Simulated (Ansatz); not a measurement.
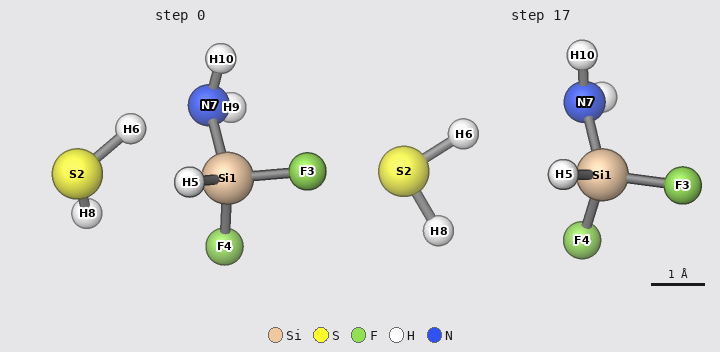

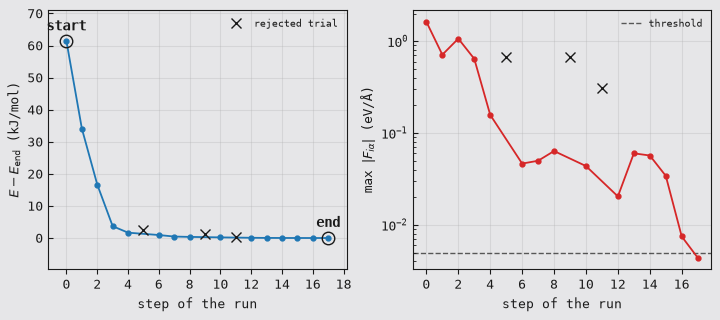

First and last geometry of a relaxation of SiNH$_{5}$SF$_{2}$ (started from a transition state, displaced along its imaginary mode), with the history of the run. A ball-and-stick model, seen at a tilt.

Level of theory: RKS PBE0-D4/def2-TZVP (Ansatz).

The input:
```yaml
crystal:
  periodic: [false, false, false]
  atoms:
    - {symbol: Si, position_ang: [-0.806195, -0.006710, -0.646771]}
    - {symbol: S, position_ang: [0.676215, 1.547617, 1.394984]}
    - {symbol: F, position_ang: [-1.598249, -0.970630, -1.623127]}
    - {symbol: F, position_ang: [0.050642, 0.914594, -1.619238]}
    - {symbol: H, position_ang: [-1.851474, 0.681693, 0.147227]}
    - {symbol: H, position_ang: [0.694066, 0.211282, 1.100923]}
    - {symbol: N, position_ang: [0.282876, -1.035863, 0.259685]}
    - {symbol: H, position_ang: [1.658198, 1.865599, 0.542228]}
    - {symbol: H, position_ang: [1.053171, -1.396495, -0.293698]}
    - {symbol: H, position_ang: [-0.159151, -1.811086, 0.737888]}
basis:
  gaussian: {orbitals: def2-TZVP}
hamiltonian: {xc: pbe0, dispersion: d4}
relax: {f_tol: 0.005, max_steps: 200}
```

Run as
```bash
ansatz run in.yaml --threads 8 --pin off --events-out ev --progress --plain --max-ram 19148MiB
```

Question: What do the curves and the structures tell?

Answer: It converged. S2 moves most after the best rigid fit: 0.83 Å. By element the largest moves are S 0.83 Å, H 0.59 Å, F 0.40 Å, N 0.33 Å, Si 0.29 Å. Some distances before and after: Si1–S2 2.963 → 4.010 Å, H6–N7 1.560 → 2.429 Å, Si1–N7 1.751 → 1.693 Å, S2–H6 1.368 → 1.346 Å. Among the angles between lasting bonds that change: F3–Si1–N7 105.8° → 114.5°, Si1–N7–H9 113.5° → 120.9°, H5–Si1–N7 115.7° → 110.8°. Over 14 accepted moves (17 points after the start) the energy falls by 61.3 kJ/mol. The largest force component goes from 1.6 to 0.0044 eV/Å. The line search rejected the trial steps at points 5, 9, 11 of the run.

```
step  E − E(0), kJ/mol  largest force component, eV/Å      note
   0              0.00                         1.6279          
   1            -27.20                         0.7128          
   2            -44.64                         1.0669          
   3            -57.60                         0.6432          
   4            -59.61                         0.1576          
   5            -58.64                         0.6736  rejected
   6            -60.35                         0.0465          
   7            -60.82                         0.0499          
   8            -60.93                         0.0637          
   9            -60.03                         0.6696  rejected
  10            -61.08                         0.0437          
  11            -61.05                         0.3062  rejected
  12            -61.21                         0.0204          
  13            -61.25                         0.0601          
  14            -61.26                         0.0569          
  15            -61.27                         0.0342          
  16            -61.28                         0.0075          
  17            -61.28                         0.0044
```
